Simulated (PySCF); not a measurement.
Excited-state calculation of CH$_{10}$N$_{2}$OSi$_{2}$

The run: excited-state calculation of CH$_{10}$N$_{2}$OSi$_{2}$. Method and program: TDDFT CAM-B3LYP/def2-SVPD, vertical, gas phase, core orbitals frozen in the response (PySCF 2.14.0).

The geometry comes from this level: PBE0-D3(BJ)/def2-SVP.

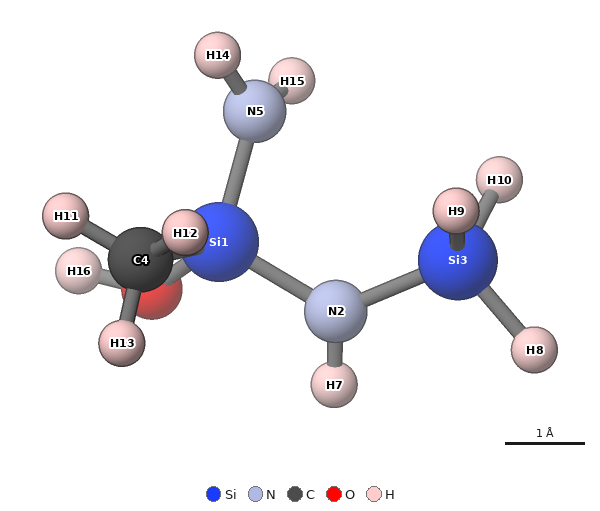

Figure 1. The structure (ball-and-stick view, seen at a tilt; atoms are numbered from 1 in the order of the input).

### Input file
```
{"job": {"kind": "uv", "xc": "CAM-B3LYP", "basis": "def2-SVPD", "nstates": 6, "ntriplets": 2, "ip": true}, "charge": 0, "multiplicity": 1}
Si    -0.655972     0.278908    -0.244638
N      0.651062    -0.585869    -0.971489
Si     2.278986    -0.608483    -0.362993
C     -1.727179    -0.724747     0.912699
N      0.082258     1.513913     0.702896
O     -1.560130     0.784732    -1.557627
H      0.480642    -1.029775    -1.868036
H      3.035101    -1.632609    -1.150212
H      2.323744    -0.985906     1.082700
H      3.007557     0.693371    -0.507726
H     -2.565880    -0.138305     1.322490
H     -1.135515    -1.106025     1.759262
H     -2.152629    -1.591259     0.383312
H     -0.273151     1.786119     1.610421
H      0.640424     2.246463     0.279750
H     -2.435445     1.124959    -1.353874
```

The first line tells a small driver script what to run in PySCF; the rest is the geometry in Å.

Run as:
```bash
OMP_NUM_THREADS=1 python <driver script> task.json out
```

### Output
```
coarse grid: 13744 points
cycle   1  E = -807.3154812596  dE =  3.932e-01  |g| = 8.341e-01  |ddm| = 5.370e+00
cycle   2  E = -807.2567301469  dE =  5.875e-02  |g| = 1.023e+00  |ddm| = 2.302e+00
cycle   3  E = -807.4570077481  dE = -2.003e-01  |g| = 8.572e-02  |ddm| = 1.171e+00
cycle   4  E = -807.4582455544  dE = -1.238e-03  |g| = 4.086e-02  |ddm| = 1.592e-01
cycle   5  E = -807.4586033623  dE = -3.578e-04  |g| = 8.144e-03  |ddm| = 5.572e-02
cycle   6  E = -807.4586169679  dE = -1.361e-05  |g| = 2.738e-03  |ddm| = 1.368e-02
cycle   7  E = -807.4586188211  dE = -1.853e-06  |g| = 4.708e-04  |ddm| = 4.451e-03
final grid: 121976 points
cycle   8  E = -807.5667035514  dE = -2.080e-05  |g| = 3.200e-03  |ddm| = 5.463e-02
cycle   9  E = -807.5667034755  dE =  7.588e-08  |g| = 3.435e-03  |ddm| = 1.099e-02
cycle  10  E = -807.5667060478  dE = -2.572e-06  |g| = 2.734e-04  |ddm| = 3.755e-03
cycle  11  E = -807.5667060619  dE = -1.412e-08  |g| = 1.704e-04  |ddm| = 8.003e-04
cycle  12  E = -807.5667060687  dE = -6.789e-09  |g| = 2.850e-05  |ddm| = 2.852e-04
cycle  13  E = -807.5667060689  dE = -1.703e-10  |g| = 1.225e-05  |ddm| = 6.100e-05
```

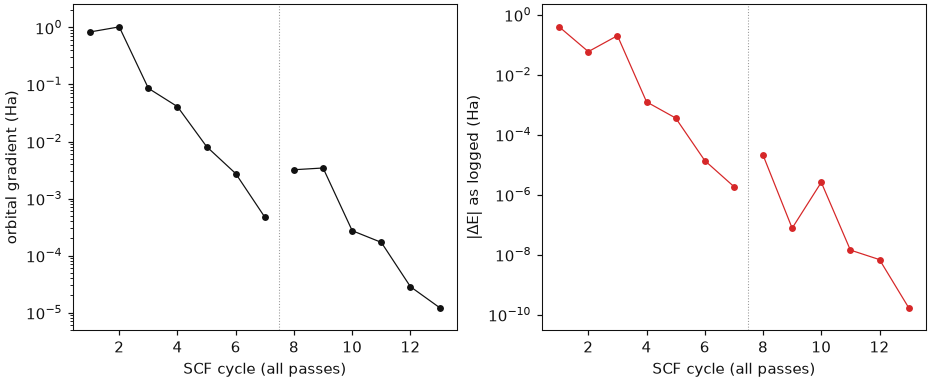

Figure 2. Convergence of the self-consistent field: orbital gradient and size of the energy change against the SCF cycle. The dotted line marks the change from a coarse to the final integration grid. The first 7 cycles use a coarse grid, the final grid takes over at cycle 8, and the field converges after 13 cycles in all.

```
converged SCF energy = -807.5667060689

Static polarisability (au): isotropic 83.211, principal 77.673 78.697 93.263

Singlet excitations
state   eV       nm        f      main configurations
  1   6.5380    189.6   0.01606   H->L 0.69, H->L+2 0.19
  2   6.7144    184.7   0.05340   H-1->L 0.80, H-1->L+3 0.12
  3   7.4968    165.4   0.00668   H->L+2 0.63, H->L 0.18, H-2->L 0.10
  4   7.5552    164.1   0.04647   H->L+1 0.77
  5   7.6814    161.4   0.02877   H-1->L+1 0.25, H-1->L+3 0.24, H-2->L 0.12
  6   7.8232    158.5   0.00324   H->L+5 0.45, H->L+6 0.24, H->L+4 0.12

Triplet excitations (Tamm-Dancoff, eV): 6.2634 6.3727
Vertical ionisation energy (delta-SCF) = 9.3912 eV
```

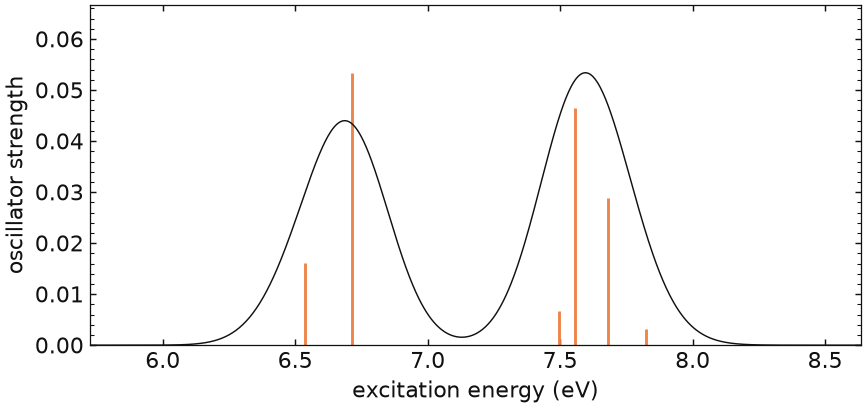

Figure 3. Computed excitations as sticks (degenerate states added up, dark ones marked on the axis), with a Gaussian envelope of 0.35 eV full width at half maximum, scaled to the tallest. Of the 6 states the lowest lies at 6.54 eV (f = 0.016); the strongest line is at 6.71 eV, or 185 nm (f = 0.053).

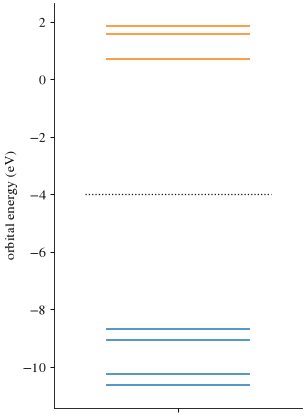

Figure 4. Orbital energies near the frontier; the dotted line parts filled from empty levels, and levels within 0.02 eV of each other stand side by side. Highest filled −8.69 eV, lowest empty 0.71 eV, 9.40 eV apart.

### Key numbers

```tsv
quantity	value
outcome	converged
total energy	−807.566706 hartree
HOMO	−8.69 eV
LUMO	0.71 eV
dipole moment	2.20 D
mean polarisability	83.21 a.u.
vertical ionisation energy	9.39 eV
lowest singlet excitation	6.54 eV
hardware	1 CPU thread, shared host
wall time	2.2 min
peak memory	1.1 GiB
```
